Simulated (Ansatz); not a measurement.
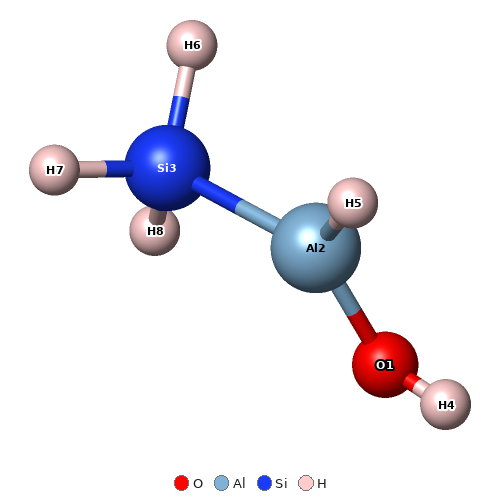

The system is AlH₅OSi (SMILES [OH][AlH][SiH3]) with the probe H2O; the picture shows it without the atoms that are moved over the map. The probe is moved over a plane parallel to the molecule's main plane, 3.31 Å above it. Coordinates scanned: (1) x of the probe's H atom; (2) y of the probe's H atom. Nothing is relaxed (molecule and probe rigid, the probe upright with H nearest the plane). The grid has 11 × 9 points. Points are written as (first, second). Energies are in kcal/mol, from the lowest grid point. The calculation used RKS PBE-D4/def2-SVPD (Ansatz 0.2.0).

Range: x of the probe's H atom from −4.10 to 4.10 Å; y of the probe's H atom from −3.28 to 3.28 Å.

What landscape does the calculation give?

Answer. The lowest grid point is at (−3.28 Å, 0.00 Å). There is a further well near (1.64 Å, −1.64 Å) (0.008 kcal/mol above the lowest at that grid point). The highest grid point, (0.00 Å, 0.82 Å), lies 1.63 kcal/mol above the lowest. On the interpolated surface the easiest way out of the lowest well to a well of about the same depth near (1.64 Å, −1.64 Å) passes a barrier of about 0.41 kcal/mol, counted from the interpolated bottom of the well. Near the minimum the curvatures are about 0.016 and 0.024 eV/Å² along the soft and the stiff direction.

```
y of the probe's H atom ↓, x of the probe's H atom →  −4.10  −3.28  −2.46  −1.64  −0.82  0.00  0.82  1.64  2.46  3.28  4.10
                                                3.28   1.21   1.18   1.16   1.12   1.02  0.89  0.82  0.88  1.03  1.18  1.27
                                                2.46   1.02   0.96   0.98   1.06   1.11  1.08  0.98  0.97  1.06  1.21  1.31
                                                1.64   0.71   0.58   0.65   0.89   1.24  1.51  1.43  1.20  1.13  1.24  1.36
                                                0.82   0.37   0.15   0.24   0.58   1.15  1.63  1.55  1.14  1.01  1.19  1.37
                                                0.00   0.25   0.00   0.03   0.32   0.78  1.13  0.94  0.56  0.62  1.01  1.32
                                               −0.82   0.38   0.14   0.12   0.29   0.46  0.48  0.22  0.01  0.31  0.85  1.23
                                               −1.64   0.61   0.39   0.32   0.37   0.38  0.27  0.05  0.01  0.35  0.82  1.17
                                               −2.46   0.83   0.67   0.56   0.52   0.49  0.40  0.31  0.35  0.59  0.91  1.16
                                               −3.28   0.99   0.88   0.78   0.71   0.67  0.64  0.63  0.70  0.85  1.04  1.19
```

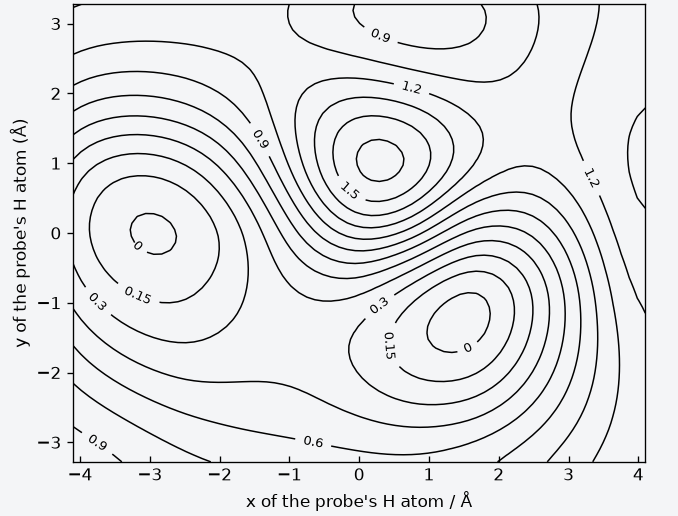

The picture shows contour lines labelled in kcal/mol. Between grid points the surface is interpolated.

Each point was launched as `ansatz run input.yaml --threads 1 --pin off --max-ram 2560MiB --backend cpu --events-out ev --progress --plain --runs-dir out`. The whole map (99 points run) took 11 min on 1 thread of Arm Neoverse V2, on a shared host.
